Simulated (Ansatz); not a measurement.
**Geometry relaxation of CH₂O₂Si**

The run: geometry relaxation of CH₂O₂Si. Method and program: RKS PBE0-D4/def2-SVP (Ansatz 0.2.0).

Figures and captions count atoms from 1; the log counts them from 0 in places.

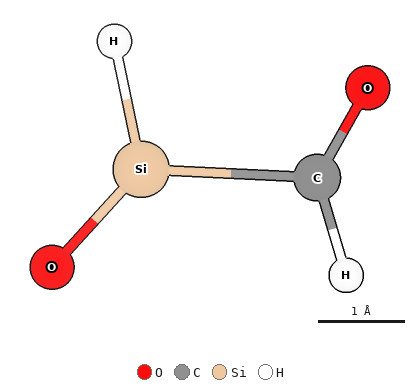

**Figure 1.** The structure as given in the input (ball-and-stick view, seen on its broad side). Bond lengths as drawn: C–H 1.19 Å, C–O 1.21 Å, C–Si 2.07 Å, H–Si 1.54 Å and O–Si 1.55 Å.

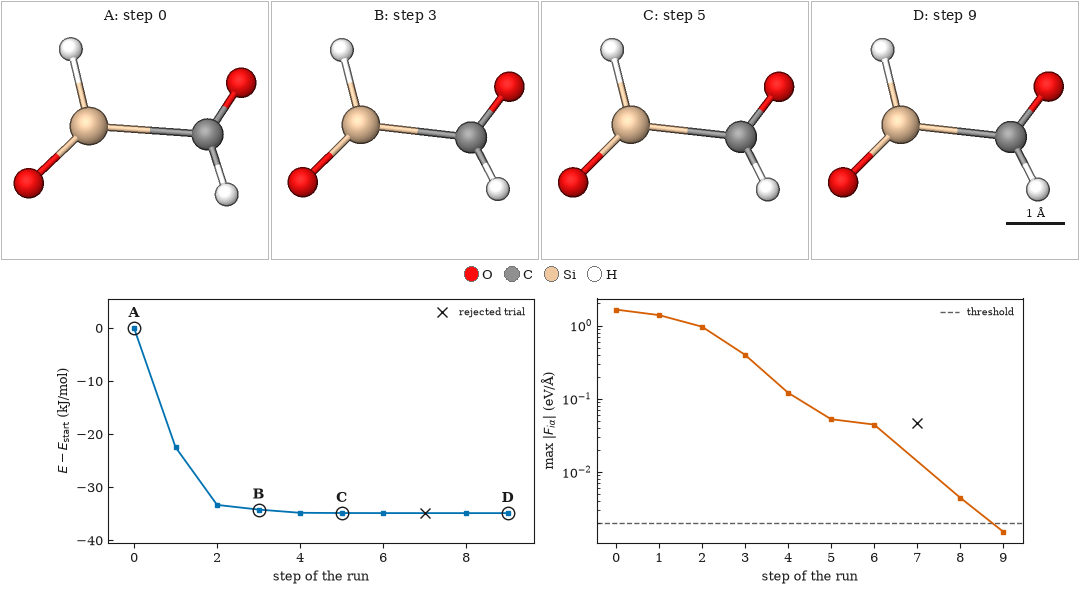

**Figure 2.** Frames of the relaxation (ball-and-stick view, seen at a tilt) above the curves, on which the letters mark them (the first geometry is step 0 here and step 1 in the log).

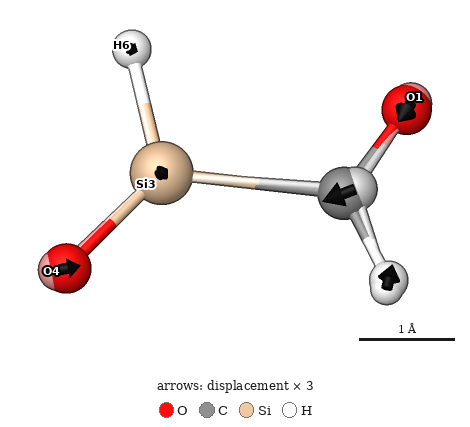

**Figure 3.** Start (faint) and end (solid) with the displacements as black arrows, magnified 3 times (ball-and-stick view, seen at a tilt). The two geometries are laid on each other by the best rigid fit. C2 moves most after the best rigid fit: 0.13 Å. Largest moves by element: C 0.13 Å, O 0.10 Å, H 0.09 Å, Si 0.05 Å. Distances before and after: C2–Si3 2.073 → 1.931 Å, C2–H5 1.194 → 1.121 Å, Si3–H6 1.539 → 1.492 Å, Si3–O4 1.548 → 1.532 Å. Among the angles that change: O1–C2–H5 134.2° → 121.9°, Si3–C2–H5 109.6° → 120.4°, C2–Si3–O4 129.3° → 125.4°. Over 9 geometry steps the energy falls by 34.8 kJ/mol. Largest force component: 1.6 eV/Å at the start, 0.0015 eV/Å at the end. The line search rejected the trial step at point 7 (counted from 0) and went back. (Atoms are counted from 1 in the order of the input.)

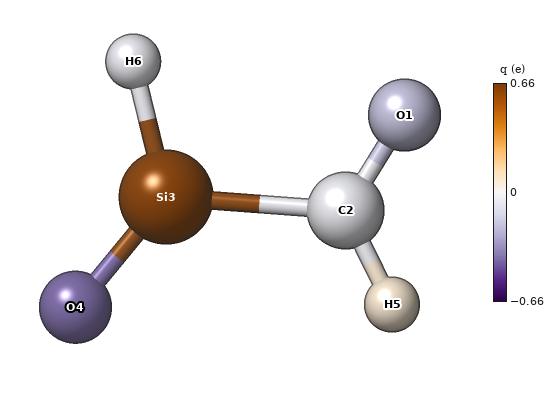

**Figure 4.** Mulliken charges, as the colour of each atom (ball-and-stick view, seen on its broad side; atoms are numbered from 1 in the order of the input). By element: O −0.42 to −0.19, C −0.04, Si +0.63 and H −0.05 to +0.07 e.

The input and output of the run follow.

## Input file
```yaml
crystal:
  periodic: [false, false, false]
  atoms:
    - {symbol: O, position_ang: [-0.627528, 1.748913, -0.291306]}
    - {symbol: C, position_ang: [-0.202616, 0.713320, -0.749418]}
    - {symbol: Si, position_ang: [0.195730, -0.787759, 0.623408]}
    - {symbol: O, position_ang: [0.671409, -2.240494, 0.378932]}
    - {symbol: H, position_ang: [-0.045738, 0.294822, -1.856865]}
    - {symbol: H, position_ang: [-0.107202, -0.164684, 1.997741]}
basis:
  gaussian: {orbitals: def2-SVP}
hamiltonian: {xc: pbe0, dispersion: d4}
relax: {f_tol: 0.002, max_steps: 80, max_displacement: 0.05}
```

Run as:
```bash
ansatz run in.yaml --threads 1 --pin off --events-out ev --progress --plain --max-ram 4352MiB
```

## Output
```
Functional definition: PBE0
  name "PBE0"
  cite "Adamo & Barone, J. Chem. Phys. 110, 6158 (1999) doi:10.1063/1.478522"
  cite "Perdew, Burke & Ernzerhof, Phys. Rev. Lett. 77, 3865 (1996) doi:10.1103/PhysRevLett.77.3865"
  parent pbe
  parameter a = 0.25
  parameter kappa = 0.804
  parameter beta = 0.06672455060314922
  exchange = (1 - a)*pbe_x(kappa = kappa, mu = beta*pi^2/3) + a*exact_x
  correlation = pbe_c(beta = beta)
726 factors; integrals over basis functions are off by at most 2.9e-4 eV
mean field evaluation 1: about -13015.3170 eV, gradient 6.6e1 eV
mean field evaluation 2: about -12942.3482 eV, gradient 1.8e2 eV
mean field evaluation 4: about -13023.1027 eV, gradient 2.2e1 eV
mean field evaluation 8: about -13024.0505 eV, gradient 4.4e-1 eV
mean field evaluation 16: about -13024.0634 eV, gradient 1.1e-5 eV
mean field -13024.06342825 eV, -478.6255029610 hartree, gradient 1.1e-5 eV, S^2 0.000000; 0 other end points of the search recorded, 0 dependent functions left out
the calculation of the forces begins
reference -13024.06344753 eV, -478.6255036696 hartree; 19, 19 occupied and 51, 51 virtual orbitals, 726 factors
relax step   1: F+E_penalty+E_count = -13024.15308382 eV  Δ(F+E_penalty+E_count) = +0.000e0 eV  max|allowed force component| = 1.649e0 eV/Å  Δτ_max = 0.0000 Å  (28 SCF iters, accepted)
these checks for a lower state are left out or cut short: starts, cluster_reference, orbital_swaps, neighbouring_geometries, increment
726 factors; integrals over basis functions are off by at most 2.8e-4 eV
mean field -13024.29563324 eV, -478.6340363368 hartree, gradient 1.6e-5 eV, S^2 0.000000; 0 other end points of the search recorded, 0 dependent functions left out
the calculation of the forces begins
reference -13024.29565240 eV, -478.6340370409 hartree; 19, 19 occupied and 51, 51 virtual orbitals, 726 factors
relax step   2: F+E_penalty+E_count = -13024.38574389 eV  Δ(F+E_penalty+E_count) = -2.327e-1 eV  max|allowed force component| = 1.387e0 eV/Å  Δτ_max = 0.0477 Å  (32 SCF iters, accepted)
these checks for a lower state are left out or cut short: starts, cluster_reference, orbital_swaps, neighbouring_geometries, increment
726 factors; integrals over basis functions are off by at most 2.7e-4 eV
mean field -13024.40745430 eV, -478.6381456851 hartree, gradient 2.0e-5 eV, S^2 0.000000; 0 other end points of the search recorded, 0 dependent functions left out
the calculation of the forces begins
reference -13024.40747340 eV, -478.6381463871 hartree; 19, 19 occupied and 51, 51 virtual orbitals, 726 factors
relax step   3: F+E_penalty+E_count = -13024.49823041 eV  Δ(F+E_penalty+E_count) = -1.125e-1 eV  max|allowed force component| = 9.636e-1 eV/Å  Δτ_max = 0.0500 Å  (31 SCF iters, accepted)
these checks for a lower state are left out or cut short: starts, cluster_reference, orbital_swaps, neighbouring_geometries, increment
726 factors; integrals over basis functions are off by at most 2.6e-4 eV
mean field evaluation 32: about -13024.3419 eV, gradient 4.1e0 eV
mean field -13024.41622658 eV, -478.6384680606 hartree, gradient 1.5e-5 eV, S^2 0.000000; 0 other end points of the search recorded, 0 dependent functions left out
the calculation of the forces begins
reference -13024.41624568 eV, -478.6384687623 hartree; 19, 19 occupied and 51, 51 virtual orbitals, 726 factors
relax step   4: F+E_penalty+E_count = -13024.50738561 eV  Δ(F+E_penalty+E_count) = -9.155e-3 eV  max|allowed force component| = 3.978e-1 eV/Å  Δτ_max = 0.0491 Å  (32 SCF iters, accepted)
these checks for a lower state are left out or cut short: starts, cluster_reference, orbital_swaps, neighbouring_geometries, increment
726 factors; integrals over basis functions are off by at most 2.6e-4 eV
mean field -13024.42241146 eV, -478.6386953506 hartree, gradient 2.4e-5 eV, S^2 0.000000; 0 other end points of the search recorded, 0 dependent functions left out
the calculation of the forces begins
reference -13024.42243056 eV, -478.6386960524 hartree; 19, 19 occupied and 51, 51 virtual orbitals, 726 factors
relax step   5: F+E_penalty+E_count = -13024.51362885 eV  Δ(F+E_penalty+E_count) = -6.243e-3 eV  max|allowed force component| = 1.210e-1 eV/Å  Δτ_max = 0.0257 Å  (31 SCF iters, accepted)
these checks for a lower state are left out or cut short: starts, cluster_reference, orbital_swaps, neighbouring_geometries, increment
726 factors; integrals over basis functions are off by at most 2.6e-4 eV
mean field -13024.42285422 eV, -478.6387116218 hartree, gradient 1.8e-5 eV, S^2 0.000000; 0 other end points of the search recorded, 0 dependent functions left out
the calculation of the forces begins
reference -13024.42287332 eV, -478.6387123237 hartree; 19, 19 occupied and 51, 51 virtual orbitals, 726 factors
relax step   6: F+E_penalty+E_count = -13024.51409000 eV  Δ(F+E_penalty+E_count) = -4.612e-4 eV  max|allowed force component| = 5.262e-2 eV/Å  Δτ_max = 0.0030 Å  (26 SCF iters, accepted)
these checks for a lower state are left out or cut short: starts, cluster_reference, orbital_swaps, neighbouring_geometries, increment
726 factors; integrals over basis functions are off by at most 2.6e-4 eV
mean field -13024.42296672 eV, -478.6387157559 hartree, gradient 2.4e-5 eV, S^2 0.000000; 0 other end points of the search recorded, 0 dependent functions left out
the calculation of the forces begins
reference -13024.42298583 eV, -478.6387164582 hartree; 19, 19 occupied and 51, 51 virtual orbitals, 726 factors
relax step   7: F+E_penalty+E_count = -13024.51421916 eV  Δ(F+E_penalty+E_count) = -1.292e-4 eV  max|allowed force component| = 4.447e-2 eV/Å  Δτ_max = 0.0067 Å  (26 SCF iters, accepted)
these checks for a lower state are left out or cut short: starts, cluster_reference, orbital_swaps, neighbouring_geometries, increment
726 factors; integrals over basis functions are off by at most 2.6e-4 eV
mean field evaluation 64: about -13024.4228 eV, gradient 1.4e-5 eV
mean field -13024.42277513 eV, -478.6387087153 hartree, gradient 1.4e-5 eV, S^2 0.000000; 0 other end points of the search recorded, 0 dependent functions left out
the calculation of the forces begins
reference -13024.42279424 eV, -478.6387094175 hartree; 19, 19 occupied and 51, 51 virtual orbitals, 726 factors
relax step   8: F+E_penalty+E_count = -13024.51406471 eV  Δ(F+E_penalty+E_count) = +1.544e-4 eV  max|allowed force component| = 4.745e-2 eV/Å  Δτ_max = 0.0070 Å  (32 SCF iters, rejected (line search))
these checks for a lower state are left out or cut short: starts, cluster_reference, orbital_swaps, neighbouring_geometries, increment
726 factors; integrals over basis functions are off by at most 2.6e-4 eV
mean field -13024.42299781 eV, -478.6387168986 hartree, gradient 1.3e-5 eV, S^2 0.000000; 0 other end points of the search recorded, 0 dependent functions left out
the calculation of the forces begins
reference -13024.42301692 eV, -478.6387176008 hartree; 19, 19 occupied and 51, 51 virtual orbitals, 726 factors
relax step   9: F+E_penalty+E_count = -13024.51426940 eV  Δ(F+E_penalty+E_count) = -5.024e-5 eV  max|allowed force component| = 4.477e-3 eV/Å  Δτ_max = 0.0026 Å  (26 SCF iters, accepted)
these checks for a lower state are left out or cut short: starts, cluster_reference, orbital_swaps, neighbouring_geometries, increment
726 factors; integrals over basis functions are off by at most 2.6e-4 eV
mean field -13024.42299691 eV, -478.6387168656 hartree, gradient 9.2e-6 eV, S^2 0.000000; 0 other end points of the search recorded, 0 dependent functions left out
the calculation of the forces begins
reference -13024.42301602 eV, -478.6387175678 hartree; 19, 19 occupied and 51, 51 virtual orbitals, 726 factors
relax step  10: F+E_penalty+E_count = -13024.51427035 eV  Δ(F+E_penalty+E_count) = -9.452e-7 eV  max|allowed force component| = 1.538e-3 eV/Å  Δτ_max = 0.0005 Å  (21 SCF iters, accepted)
726 factors; integrals over basis functions are off by at most 2.6e-4 eV
mean field -13024.42299691 eV, -478.6387168656 hartree, gradient 9.2e-6 eV, S^2 0.000000; 1 other end points of the search recorded, 0 dependent functions left out
the calculation of the forces begins
reference -13024.42301602 eV, -478.6387175678 hartree; 19, 19 occupied and 51, 51 virtual orbitals, 726 factors
Total energy: -13024.51428946 eV, -478.6420718046 hartree
Atom 0 at    -0.581163     1.672018    -0.328359 Å, force     0.000164    -0.000588     0.000253 eV/Å
Atom 1 at    -0.200169     0.595060    -0.708610 Å, force    -0.000203     0.000395     0.001082 eV/Å
Atom 2 at     0.170898    -0.748623     0.627806 Å, force    -0.000502     0.001538    -0.000324 eV/Å
Atom 3 at     0.662059    -2.171924     0.343197 Å, force     0.000237    -0.000732    -0.000054 eV/Å
Atom 4 at    -0.061177     0.366229    -1.797032 Å, force     0.000221    -0.000492    -0.000575 eV/Å
Atom 5 at    -0.106393    -0.148642     1.965489 Å, force     0.000083    -0.000121    -0.000382 eV/Å
Dipole moment:    -0.105495     0.323023    -0.039950 e Å
```

## Trajectory as extended XYZ (Å, eV, eV/Å), 10 frames, from step=1 to step=10
```
6
Properties=species:S:1:pos:R:3:forces:R:3 step=1 energy=-13024.15308
O    -0.6275    1.7489   -0.2913    0.6755  -1.1960  -1.4368
C    -0.2026    0.7133   -0.7494   -0.0103  -1.5751   0.7324
Si    0.1957   -0.7878    0.6234   -0.0851   0.5982   0.0063
O     0.6714   -2.2405    0.3789   -0.2759   0.8377  -0.0241
H    -0.0457    0.2948   -1.8569   -0.4395   1.6491   1.2848
H    -0.1072   -0.1647    1.9977    0.1354  -0.3139  -0.5626
6
Properties=species:S:1:pos:R:3:forces:R:3 step=2 energy=-13024.38574
O    -0.6068    1.7231   -0.3188    0.1637  -0.3060  -0.6287
C    -0.2136    0.6690   -0.7356    0.3937  -1.3869   0.3084
Si    0.1948   -0.7713    0.6285   -0.1782   0.3244  -0.1467
O     0.6647   -2.2190    0.3748   -0.1560   0.5928  -0.0299
H    -0.0504    0.3332   -1.8340   -0.3177   0.9078   0.7915
H    -0.1047   -0.1709    1.9876    0.0945  -0.1321  -0.2945
6
Properties=species:S:1:pos:R:3:forces:R:3 step=3 energy=-13024.49823
O    -0.5990    1.6888   -0.3426   -0.0820   0.4419   0.1046
C    -0.1913    0.6287   -0.7160    0.0990  -0.9636  -0.0570
Si    0.1798   -0.7540    0.6263    0.0496   0.0464  -0.0580
O     0.6588   -2.1908    0.3647   -0.0843   0.2565  -0.0620
H    -0.0641    0.3620   -1.8033    0.0262   0.1932   0.1042
H    -0.1001   -0.1707    1.9734   -0.0085   0.0257  -0.0317
6
Properties=species:S:1:pos:R:3:forces:R:3 step=4 energy=-13024.50739
O    -0.5795    1.6792   -0.3391   -0.1719   0.1424   0.1129
C    -0.2247    0.5932   -0.7100    0.3978  -0.0822  -0.1323
Si    0.1721   -0.7462    0.6254   -0.1266  -0.1275   0.0668
O     0.6587   -2.1744    0.3508    0.0124   0.0825  -0.0431
H    -0.0458    0.3719   -1.7950   -0.1240  -0.0603   0.0014
H    -0.0967   -0.1597    1.9703    0.0123   0.0451  -0.0057
6
Properties=species:S:1:pos:R:3:forces:R:3 step=5 energy=-13024.51363
O    -0.5866    1.6742   -0.3373   -0.0318   0.0837   0.0857
C    -0.1995    0.5974   -0.7077    0.0255  -0.0482  -0.1210
Si    0.1740   -0.7452    0.6274   -0.0021  -0.0703   0.0480
O     0.6572   -2.1727    0.3465   -0.0016   0.0376  -0.0256
H    -0.0590    0.3678   -1.7963    0.0122  -0.0335   0.0130
H    -0.1021   -0.1573    1.9698   -0.0021   0.0308  -0.0001
6
Properties=species:S:1:pos:R:3:forces:R:3 step=6 energy=-13024.51409
O    -0.5863    1.6740   -0.3342   -0.0041   0.0187   0.0285
C    -0.1994    0.5975   -0.7082    0.0038  -0.0220  -0.0526
Si    0.1728   -0.7462    0.6279   -0.0014  -0.0324   0.0276
O     0.6580   -2.1721    0.3438   -0.0018   0.0237  -0.0136
H    -0.0583    0.3654   -1.7964    0.0039  -0.0032   0.0181
H    -0.1027   -0.1544    1.9696   -0.0004   0.0153  -0.0079
6
Properties=species:S:1:pos:R:3:forces:R:3 step=7 energy=-13024.51422
O    -0.5833    1.6726   -0.3301   -0.0024   0.0092   0.0212
C    -0.1998    0.5960   -0.7079    0.0040  -0.0147  -0.0445
Si    0.1722   -0.7487    0.6274   -0.0089   0.0073   0.0271
O     0.6608   -2.1731    0.3438    0.0010   0.0054  -0.0065
H    -0.0604    0.3667   -1.7968    0.0021  -0.0028   0.0150
H    -0.1055   -0.1493    1.9662    0.0043  -0.0044  -0.0123
6
Properties=species:S:1:pos:R:3:forces:R:3 step=8 energy=-13024.51406 accepted=F
O    -0.5773    1.6721   -0.3279   -0.0011   0.0298  -0.0081
C    -0.1998    0.5946   -0.7097   -0.0256  -0.0255   0.0357
Si    0.1654   -0.7492    0.6288    0.0475  -0.0078  -0.0305
O     0.6658   -2.1690    0.3421   -0.0158   0.0010   0.0099
H    -0.0633    0.3652   -1.7981    0.0089   0.0005  -0.0062
H    -0.1068   -0.1495    1.9674   -0.0139   0.0020  -0.0008
6
Properties=species:S:1:pos:R:3:forces:R:3 step=9 energy=-13024.51427
O    -0.5812    1.6722   -0.3287    0.0009  -0.0024   0.0004
C    -0.2001    0.5951   -0.7087   -0.0013   0.0020   0.0024
Si    0.1709   -0.7486    0.6279   -0.0017   0.0045   0.0005
O     0.6620   -2.1718    0.3431    0.0008  -0.0020  -0.0001
H    -0.0612    0.3662   -1.7971    0.0007  -0.0013  -0.0002
H    -0.1064   -0.1489    1.9659    0.0006  -0.0007  -0.0031
6
Properties=species:S:1:pos:R:3:forces:R:3 step=10 energy=-13024.51427
O    -0.5812    1.6720   -0.3284    0.0002  -0.0006   0.0003
C    -0.2002    0.5951   -0.7086   -0.0002   0.0004   0.0011
Si    0.1709   -0.7486    0.6278   -0.0005   0.0015  -0.0003
O     0.6621   -2.1719    0.3432    0.0002  -0.0007  -0.0001
H    -0.0612    0.3662   -1.7970    0.0002  -0.0005  -0.0006
H    -0.1064   -0.1486    1.9655    0.0001  -0.0001  -0.0004
```

## Key numbers

| quantity | value |
| --- | --- |
| outcome | converged |
| total energy | −13024.5143 eV |
| mean-field energy | −13024.4230 eV |
| dispersion energy | −0.0913 eV |
| SCF solution under orbital rotations | stable |
| largest force (length of the vector) at the end | 0.002 eV/Å |
| dipole moment | 1.64 D |
| hardware | 1 CPU thread, shared host |
| wall time | 15 s |
| peak memory | 0.17 GiB |
